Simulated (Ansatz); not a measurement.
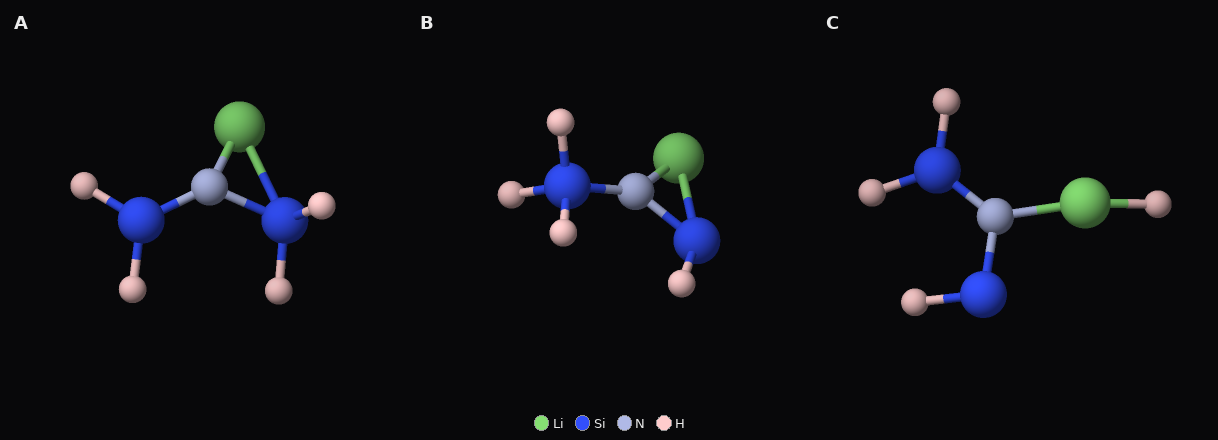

3 stationary structures of one formula. Geometries: PBE-D4/def2-SVP. Electronic energies: PBE-D4/def2-SVP (Ansatz 0.2.0), without zero-point energy. No frequency run is at hand to confirm each as a minimum. Each is one conformer, not always the lowest.

> Rank them by energy, lowest first.

B is lowest (Cs); A lies 100.8 kJ/mol above it (C1), C lies 284.4 kJ/mol above it (C1).
